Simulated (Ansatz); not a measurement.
```yaml
atoms:
  - { symbol: C, position_ang: [-1.1664, -1.2539, -0.2696] }
  - { symbol: C, position_ang: [0.2947, -1.3979, -0.0630] }
  - { symbol: C, position_ang: [1.1153, -0.3353, -0.0015] }
  - { symbol: C, position_ang: [0.6274, 1.0720, -0.1354] }
  - { symbol: C, position_ang: [-0.8479, 1.1987, -0.3446] }
  - { symbol: C, position_ang: [-1.6672, 0.1350, -0.4058] }
  - { symbol: O, position_ang: [-1.9118, -2.2201, -0.3244] }
  - { symbol: H, position_ang: [0.6633, -2.4218, 0.0364] }
  - { symbol: H, position_ang: [2.1901, -0.4776, 0.1524] }
  - { symbol: H, position_ang: [1.1649, 1.5742, -0.9650] }
  - { symbol: H, position_ang: [0.9271, 1.6556, 0.7584] }
  - { symbol: H, position_ang: [-1.2513, 2.2113, -0.4490] }
  - { symbol: H, position_ang: [-2.7440, 0.2405, -0.5589] }
```

Geometry: B3LYP-D3(BJ)/def2-SVP.

Level of theory: isolated molecule in a Gaussian basis; Kohn-Sham density functional theory, functional PBE0 in Ansatz.

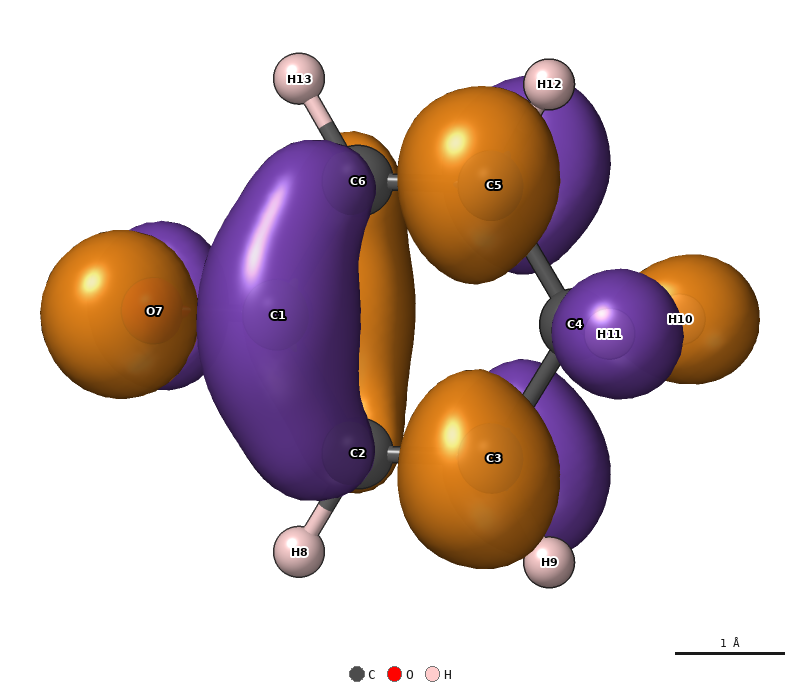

C₆H₆O (SMILES O=C1C=CCC=C1). The LUMO at ±0.1 Å⁻³ᐟ² (orange and purple are the two phases), seen at a tilt.

**What is the character of this orbital?**

By Hirshfeld shares it lies mainly on C1 (about 20 %), O7 (about 20 %), C5 (about 15 %), C3 (about 15 %), C6 (about 10 %) and C2 (about 10 %). Its energy is −1.79 eV.
